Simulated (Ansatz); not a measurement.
## Electronic structure of F3H2O2Ta···HCl in real space

Input file:

```
crystal:
  periodic: [false, false, false]
  atoms:
    - { symbol: Ta, position_ang: [0.0, 0.0, 0.0] }
    - { symbol: Cl, position_ang: [2.82, 0.0, 0.0] }
    - { symbol: F, position_ang: [0.0, 0.0, 1.93] }
    - { symbol: O, position_ang: [0.0, 0.0, -2.02] }
    - { symbol: H, position_ang: [-0.6343, -0.71, -2.3571] }
    - { symbol: F, position_ang: [-0.965, 1.6714, 0.0] }
    - { symbol: F, position_ang: [-0.965, -1.6714, 0.0] }
    - { symbol: O, position_ang: [0.7315, -1.8635, 1.1725] }
    - { symbol: H, position_ang: [0.1654, -2.662, 0.9237] }
    - { symbol: H, position_ang: [1.9721, -1.3075, 0.8227] }
basis:
  gaussian: { orbitals: def2-SVP }
hamiltonian:
  xc: blyp
relax:
  f_tol: 0.15
  max_steps: 25
  restrain:
    - { distance: [0, 7], at: 2.02, k: 30.0 }
    - { distance: [9, 1], at: 1.37, k: 30.0 }
    - { distance: [0, 1], at: 3.67, k: 30.0 }
    - { distance: [9, 7], at: 2.21, k: 30.0 }
output:
  orbitals: {}
```

Run with:

```sh
ansatz run input.yaml --threads 4 --pin off --max-ram 5120MiB --backend cpu --events-out ev --progress --plain --runs-dir out
```

The fields are those of the run's last geometry, not of the input's.

Core potentials replace the inner electrons of Ta; not at a stationary point (largest force 0.9 eV/Å).

The calculation used RKS BLYP/def2-SVP (Ansatz).

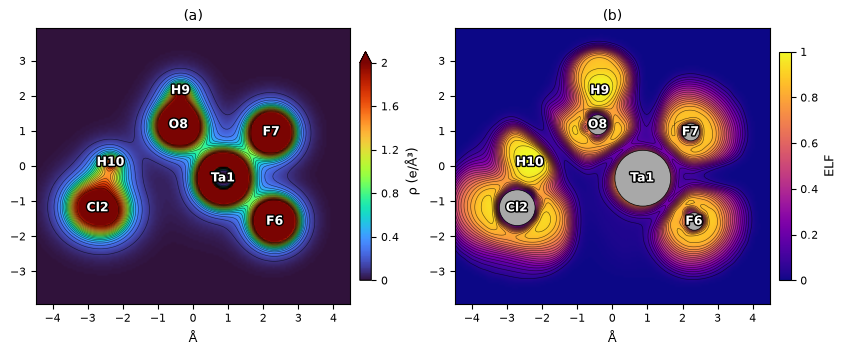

Figure 1. (a) electron density; (b) ELF on the plane of atoms Ta1, O8 and H9. Grey discs cover the atomic cores in the ELF map.

**What does the map show?**

- The plane passes through Ta, Cl, F, O and H nuclei.
- O8···H10 (2.20 Å): the density falls to about 0.11 e/Å³ on the way; the ELF dips to about 0.10 between them.
- Ta–F (1.92 Å): the density is about 0.91 e/Å³ at the midpoint; the ELF peaks at about 0.85 in the valence shell of F, 0.5 Å from its nucleus, and drops to about 0.20 between the two atoms.
- O–H (0.97 Å): the density is about 3.6 e/Å³ at the midpoint; the ELF climbs to about 1 towards the hydrogen, as it does in any bond to H: a covalent bond by its length.
- Ta–O (1.99 Å): ρ is about 0.81 e/Å³ halfway; the ELF peaks at about 0.85 in the valence shell of O, 0.5 Å from its nucleus, and drops to about 0.20 between the two atoms.
- Cl–H (1.34 Å): ρ at the midpoint is about 1.8 e/Å³; the ELF climbs to about 1 towards the hydrogen (an ordinary covalent bond to hydrogen).
- The ELF also peaks beside Cl2, away from the bonds: lone-pair regions.

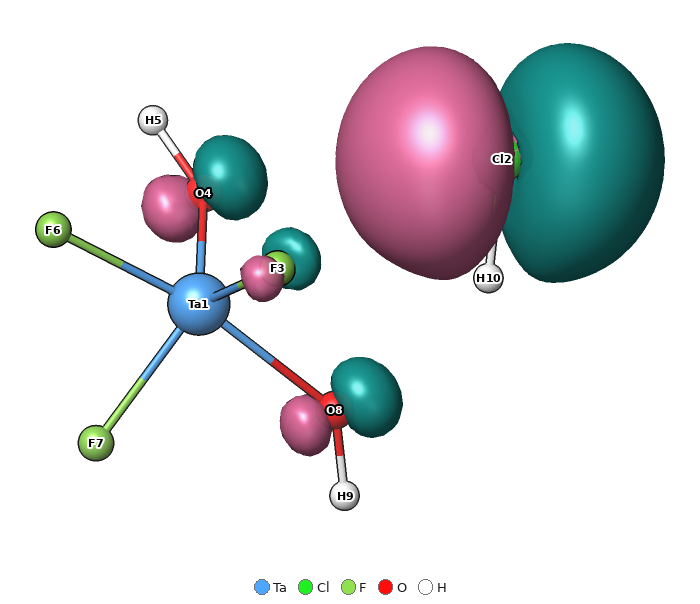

Figure 2. The HOMO−1 at ±0.1 Å⁻³ᐟ² (teal and pink are the two phases), seen at a tilt.

**Where does this orbital lie, and at what energy?**

Its weight (Hirshfeld) is mainly on Cl2 (about 90 %); largely a lone pair of Cl2. Its energy is −7.29 eV.

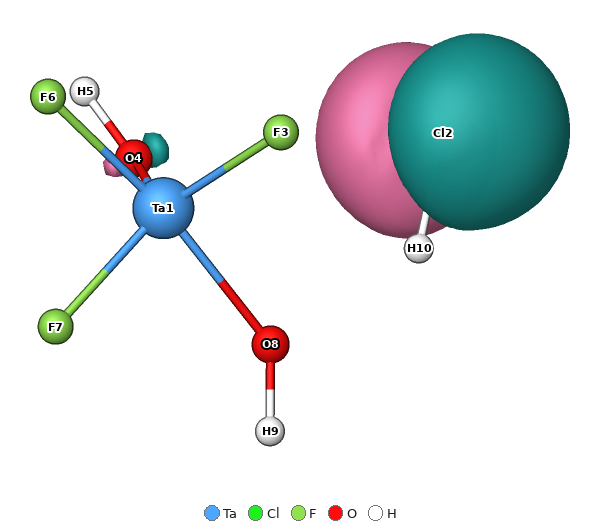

Figure 3. The HOMO at ±0.15 Å⁻³ᐟ² (teal and pink are the two phases), seen at a tilt.

**Where does this orbital lie, and at what energy?**

Its weight (Hirshfeld) is mainly on Cl2 (about 95 %); largely a lone pair of Cl2. Its energy is −7.19 eV.
